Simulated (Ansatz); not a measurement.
# Al: geometry relaxation (part 3 of 3)

Al (defect cell, 33 atoms in the cell); DFT r2SCAN, scalar-relativistic, plane waves, PAW, no spin polarisation (Ansatz 0.2.0); cutoff 500 eV, 2×2×2 k-mesh, Gaussian smearing of 0.15 eV. It belongs to a series of runs on one base structure; here: end point A relaxed.

**Trajectory as extended XYZ, continued**
```
33
Lattice="8.1000 0.0000 0.0000 0.0000 8.1000 0.0000 0.0000 0.0000 8.1000" Properties=species:S:1:pos:R:3:forces:R:3 step=2 energy=-17828.56994
Al    4.0544   -0.0046   -0.0041   -0.0278   0.0232   0.0353
Al    6.0755    2.0253   -0.0074    0.0150   0.0002  -0.1955
Al    6.0755   -0.0079    2.0244    0.0179  -0.2164  -0.0020
Al   -0.0046   -0.0046   -0.0041    0.0165   0.0155   0.0295
Al    2.0214    2.0194   -0.1949   -0.0400  -0.0633  -4.0763
Al    4.0542    4.0542   -0.0040   -0.0406  -0.0419   0.0467
Al    6.0750    6.0750    0.0077   -0.0002  -0.0004   0.0851
Al    2.0223   -0.1578    2.0339   -0.0280  -3.0626   0.1086
Al    4.2364    2.0199    2.0358    3.3042  -0.0489   0.1195
Al    6.0755    4.0576    2.0244    0.0160   0.2020  -0.0019
Al    4.0540   -0.0043    4.0545   -0.0118   0.0035   0.0014
Al    6.0755    2.0253    4.0581    0.0190   0.0004   0.2271
Al    6.0751    0.0073    6.0748    0.0003   0.1007  -0.0015
Al   -0.0045    4.0543   -0.0041    0.0288  -0.0337   0.0392
Al    2.0252    6.0758   -0.0073    0.0001   0.0237  -0.1900
Al   -0.1673    2.0206    2.0344   -3.0607  -0.0444   0.1089
Al    2.0217    4.2381    2.0361   -0.0326   3.4550   0.1259
Al    4.0575    6.0758    2.0244    0.1979   0.0258  -0.0018
Al   -0.0041   -0.0041    4.0543    0.0020   0.0001   0.0055
Al    2.0227    2.0213    4.1849   -0.0255  -0.0403   2.8651
Al    4.0543    4.0542    4.0547   -0.0181  -0.0201  -0.0078
Al    6.0751    6.0751    4.0428    0.0006   0.0009  -0.1061
Al    2.0252   -0.0074    6.0735    0.0001  -0.1990  -0.0552
Al    4.0572    2.0253    6.0735    0.1871   0.0002  -0.0507
Al    6.0750    4.0425    6.0749    0.0000  -0.0907  -0.0002
Al   -0.0077    6.0758    2.0244   -0.2067   0.0277  -0.0019
Al   -0.0044    4.0541    4.0546    0.0075  -0.0159  -0.0017
Al    2.0252    6.0758    4.0580    0.0002   0.0300   0.2206
Al   -0.0074    2.0253    6.0735   -0.1956   0.0002  -0.0542
Al    2.0252    4.0571    6.0735    0.0001   0.1855  -0.0497
Al    4.0425    6.0751    6.0749   -0.0926   0.0000  -0.0004
Al    0.0074    6.0751    6.0748    0.0989   0.0004  -0.0012
Al    2.0446    2.0561    1.9510   -0.1320  -0.2174   0.7797
33
Lattice="8.1000 0.0000 0.0000 0.0000 8.1000 0.0000 0.0000 0.0000 8.1000" Properties=species:S:1:pos:R:3:forces:R:3 step=3 energy=-17830.91610
Al    4.0220    0.0296    0.0263    0.0338  -0.0376  -0.0277
Al    6.0757    2.0267   -0.0803    0.0082  -0.0005   0.0306
Al    6.0747   -0.0827    2.0237    0.0083   0.0169  -0.0054
Al    0.0295    0.0299    0.0265   -0.0375  -0.0384  -0.0288
Al    2.0276    2.0289   -0.3945   -0.0140  -0.0224  -1.3594
Al    4.0241    4.0244    0.0244    0.0320   0.0310  -0.0258
Al    6.0762    6.0767   -0.0162    0.0003   0.0007   0.0864
Al    2.0237   -0.3491    2.0430   -0.0037  -0.9976   0.0303
Al    4.4093    2.0254    2.0391    1.0947  -0.0124   0.0430
Al    6.0755    4.1335    2.0229    0.0081  -0.0237  -0.0040
Al    4.0335    0.0177    4.0307    0.0489  -0.0516   0.0575
Al    6.0748    2.0260    4.1369    0.0077   0.0008  -0.0097
Al    6.0753   -0.0154    6.0810    0.0006   0.0835  -0.0099
Al    0.0287    4.0226    0.0259   -0.0360   0.0321  -0.0269
Al    2.0261    6.0762   -0.0794   -0.0003   0.0129   0.0311
Al   -0.3538    2.0233    2.0421   -1.0008  -0.0071   0.0325
Al    2.0259    4.4088    2.0382   -0.0090   1.1488   0.0471
Al    4.1323    6.0757    2.0231   -0.0233   0.0127  -0.0042
Al    0.0154    0.0158    4.0326   -0.0513  -0.0520   0.0580
Al    2.0232    2.0220    4.3552   -0.0016  -0.0028   0.9331
Al    4.0321    4.0322    4.0290    0.0476   0.0469   0.0566
Al    6.0749    6.0747    4.0677    0.0007   0.0012  -0.0829
Al    2.0257   -0.0801    6.0647    0.0004   0.0184  -0.0216
Al    4.1317    2.0265    6.0624   -0.0247   0.0001  -0.0219
Al    6.0760    4.0680    6.0794    0.0004  -0.0851  -0.0096
Al   -0.0816    6.0749    2.0236    0.0192   0.0128  -0.0052
Al    0.0182    4.0327    4.0297   -0.0504   0.0478   0.0571
Al    2.0256    6.0749    4.1360    0.0005   0.0119  -0.0103
Al   -0.0802    2.0262    6.0642    0.0202   0.0005  -0.0217
Al    2.0260    4.1324    6.0619   -0.0001  -0.0257  -0.0219
Al    4.0673    6.0762    6.0797   -0.0847   0.0008  -0.0096
Al   -0.0156    6.0756    6.0807    0.0837   0.0010  -0.0098
Al    2.0341    2.0400    1.9457   -0.0779  -0.1241   0.2529
33
Lattice="8.1000 0.0000 0.0000 0.0000 8.1000 0.0000 0.0000 0.0000 8.1000" Properties=species:S:1:pos:R:3:forces:R:3 step=4 energy=-17831.29834
Al    4.0144    0.0371    0.0329    0.0014  -0.0012  -0.0130
Al    6.0745    2.0254   -0.1026   -0.0010   0.0024  -0.0673
Al    6.0745   -0.1085    2.0188   -0.0002  -0.0680   0.0053
Al    0.0390    0.0394    0.0350   -0.0006  -0.0005  -0.0127
Al    2.0282    2.0295   -0.5443   -0.0014  -0.0020   0.0304
Al    4.0178    4.0181    0.0297    0.0019   0.0023  -0.0129
Al    6.0767    6.0775   -0.0193    0.0007   0.0008   0.0098
Al    2.0281   -0.4790    2.0497   -0.0012   0.0263  -0.0119
Al    4.5194    2.0297    2.0496   -0.0253  -0.0022  -0.0121
Al    6.0746    4.1639    2.0197   -0.0007   0.0678   0.0017
Al    4.0385    0.0135    4.0350    0.0151  -0.0145   0.0049
Al    6.0744    2.0263    4.1691    0.0006  -0.0010   0.0613
Al    6.0768   -0.0176    6.0822    0.0007   0.0082   0.0111
Al    0.0358    4.0156    0.0322   -0.0012   0.0019  -0.0129
Al    2.0252    6.0746   -0.1026    0.0016  -0.0015  -0.0664
Al   -0.4781    2.0294    2.0497    0.0269  -0.0017  -0.0119
Al    2.0284    4.5182    2.0496   -0.0017  -0.0240  -0.0121
Al    4.1630    6.0747    2.0195    0.0678  -0.0010   0.0024
Al    0.0148    0.0153    4.0331   -0.0145  -0.0144   0.0044
Al    2.0281    2.0293    4.4593   -0.0012  -0.0016  -0.0146
Al    4.0411    4.0415    4.0379    0.0147   0.0153   0.0049
Al    6.0768    6.0776    4.0695    0.0010   0.0013  -0.0148
Al    2.0257   -0.1109    6.0551   -0.0002  -0.0631   0.0010
Al    4.1653    2.0259    6.0550    0.0638   0.0007   0.0028
Al    6.0768    4.0713    6.0823    0.0006  -0.0109   0.0117
Al   -0.1093    6.0746    2.0189   -0.0680  -0.0005   0.0047
Al    0.0124    4.0395    4.0356   -0.0144   0.0155   0.0049
Al    2.0258    6.0745    4.1691   -0.0006   0.0010   0.0604
Al   -0.1117    2.0261    6.0551   -0.0640  -0.0001   0.0014
Al    2.0255    4.1662    6.0549    0.0006   0.0630   0.0032
Al    4.0705    6.0776    6.0823   -0.0096   0.0007   0.0116
Al   -0.0181    6.0776    6.0822    0.0078   0.0008   0.0113
Al    2.0186    2.0169    1.9315    0.0005   0.0004   0.0136
33
Lattice="8.1000 0.0000 0.0000 0.0000 8.1000 0.0000 0.0000 0.0000 8.1000" Properties=species:S:1:pos:R:3:forces:R:3 step=5 energy=-17831.30188
Al    4.0218    0.0309    0.0248    0.0003  -0.0021  -0.0008
Al    6.0751    2.0269   -0.1160    0.0007  -0.0019   0.0038
Al    6.0749   -0.1169    2.0209    0.0005   0.0042  -0.0020
Al    0.0314    0.0321    0.0263   -0.0017  -0.0021  -0.0008
Al    2.0270    2.0279   -0.5197   -0.0001  -0.0002  -0.0052
Al    4.0234    4.0241    0.0229    0.0002  -0.0001  -0.0009
Al    6.0766    6.0774   -0.0216   -0.0001  -0.0001   0.0098
Al    2.0268   -0.4796    2.0365    0.0006  -0.0061   0.0012
Al    4.5250    2.0276    2.0363    0.0071   0.0006   0.0021
Al    6.0750    4.1703    2.0200    0.0006  -0.0031   0.0012
Al    4.0393    0.0128    4.0345   -0.0044   0.0024  -0.0033
Al    6.0750    2.0260    4.1706    0.0000   0.0013   0.0010
Al    6.0765   -0.0198    6.0812   -0.0001   0.0094  -0.0039
Al    0.0299    4.0227    0.0244   -0.0018   0.0000  -0.0009
Al    2.0261    6.0754   -0.1160   -0.0012   0.0010   0.0038
Al   -0.4792    2.0276    2.0365   -0.0062   0.0008   0.0013
Al    2.0269    4.5246    2.0362    0.0004   0.0074   0.0024
Al    4.1698    6.0752    2.0202   -0.0033   0.0009   0.0005
Al    0.0136    0.0141    4.0333    0.0029   0.0025  -0.0031
Al    2.0268    2.0276    4.4860    0.0007   0.0009   0.0104
Al    4.0411    4.0415    4.0359   -0.0044  -0.0047  -0.0034
Al    6.0765    6.0772    4.0706   -0.0007  -0.0010  -0.0046
Al    2.0256   -0.1170    6.0611    0.0006   0.0009   0.0018
Al    4.1701    2.0263    6.0611    0.0000   0.0002   0.0008
Al    6.0765    4.0729    6.0809    0.0001  -0.0080  -0.0046
Al   -0.1174    6.0752    2.0208    0.0041   0.0008  -0.0016
Al    0.0120    4.0402    4.0348    0.0027  -0.0047  -0.0033
Al    2.0256    6.0752    4.1705    0.0009   0.0000   0.0011
Al   -0.1177    2.0261    6.0611    0.0008   0.0008   0.0015
Al    2.0258    4.1707    6.0610    0.0000   0.0001   0.0007
Al    4.0724    6.0772    6.0810   -0.0083   0.0002  -0.0045
Al   -0.0204    6.0771    6.0812    0.0093   0.0000  -0.0041
Al    2.0218    2.0211    1.9682   -0.0002  -0.0003   0.0038
```

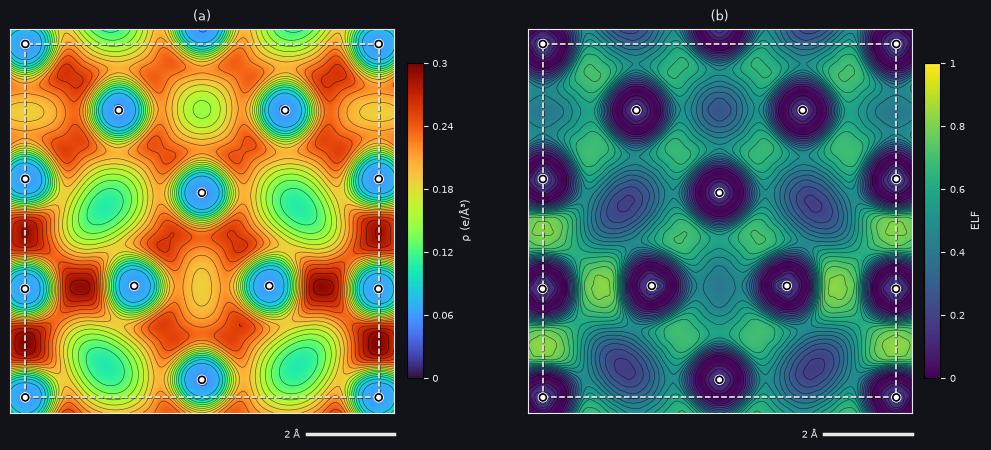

(a) valence charge density (pseudo); (b) ELF on the (100) plane of the calculation cell. Circles mark the nuclei in the plane (Al). Al–Al (2.63 Å): ρ is about 0.26 e/Å³ halfway; the ELF peaks at about 0.70 between the atoms. Al–Al (2.68 Å): the density is about 0.24 e/Å³ at the midpoint; the ELF peaks at about 0.65 between the atoms. Away from the nuclei the density in this plane falls to 0.11 e/Å³ at its lowest. In a PAW calculation such maps are meaningful between the atoms, not at the nuclei.

**Summary**

```tsv
quantity	value
outcome	converged
electrons treated	99
free energy	−17831.3019 eV
Fermi energy	7.797 eV
final volume	531.44 Å³
largest force (length of the vector) at the end	0.010 eV/Å
hardware	4 threads of AMD EPYC (Zen 4), 16 GiB of memory available, shared host
wall time	45 s (CPU time 2.9 min)
peak memory	2.5 GiB
```
